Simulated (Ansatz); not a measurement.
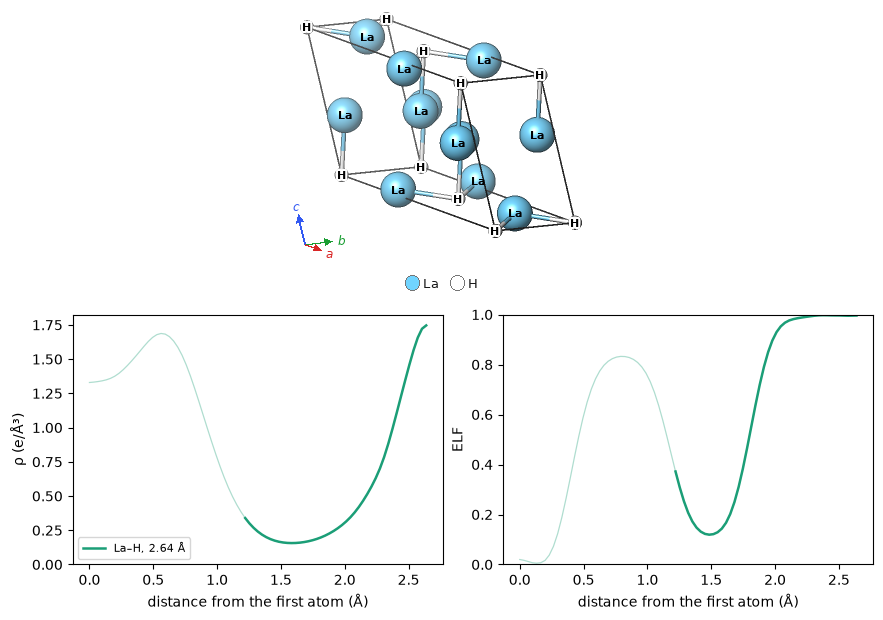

La$_{4}$H. Valence pseudo-density and electron localisation function along straight lines between neighbouring atoms. Thin, pale parts lie inside the atomic spheres. The structure is drawn too.

Space group C2/m; a structure generated by program, which may or may not match a known phase; computed without spin polarisation.

Method: DFT PBE, scalar-relativistic, plane waves, PAW in Ansatz 0.2.0.

Core electrons are frozen (PAW), and the valence fields are smoothed inside the atomic spheres.

### What can be read from the curves?

La–H (2.64 Å): ρ is about 0.24 e/Å³ halfway; the ELF climbs to about 1 towards the hydrogen.
